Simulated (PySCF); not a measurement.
Consider KBr.

```tsv
atom	x (Å)	y (Å)	z (Å)
K	0.0000	0.0000	-1.8872
Br	0.0000	0.0000	0.9318
```

Computed with PBE0/pcseg-1, non-relativistic, at a bond length of 2.819 Å (PySCF 2.14.0).

What can the converged electron density and electron localisation function tell about the bonding?

K–Br (2.82 Å): ρ is about 0.22 e/Å³ halfway; the ELF peaks at about 0.80 in the valence shell of Br, 1.0 Å from its nucleus, and is about 0.20 at the midpoint (a closed-shell, largely ionic contact).

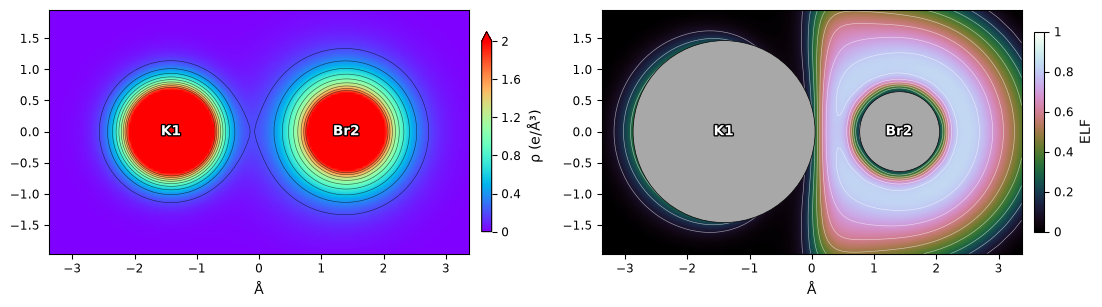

Computed electron density and electron localisation function on a plane that holds the molecular axis, in this order. Grey discs cover the atomic cores in the ELF map. 
